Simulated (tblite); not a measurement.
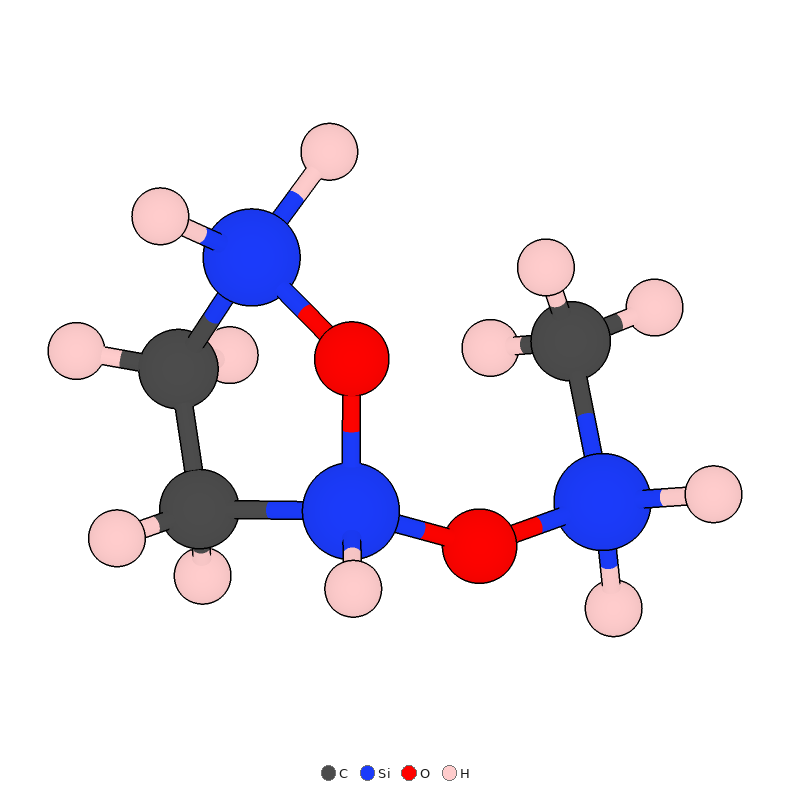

(Drawn from a calculation with tblite.)

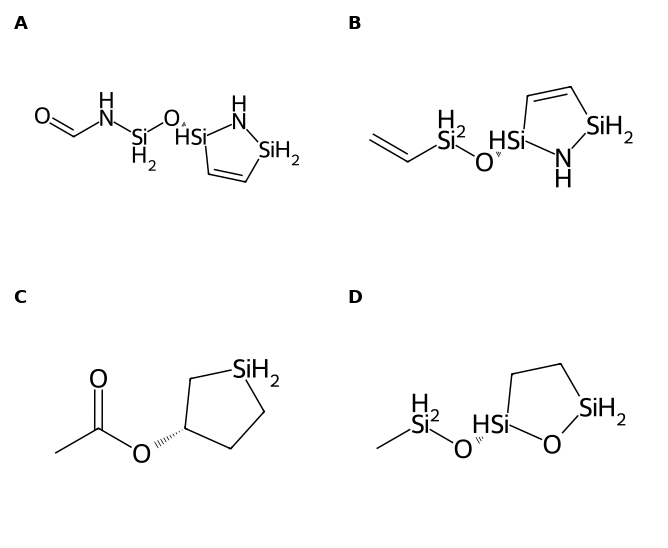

### The first picture shows one of the molecules drawn in the second. Which?

D, `C[SiH2]O[Si@@H]1CC[SiH2]O1`.
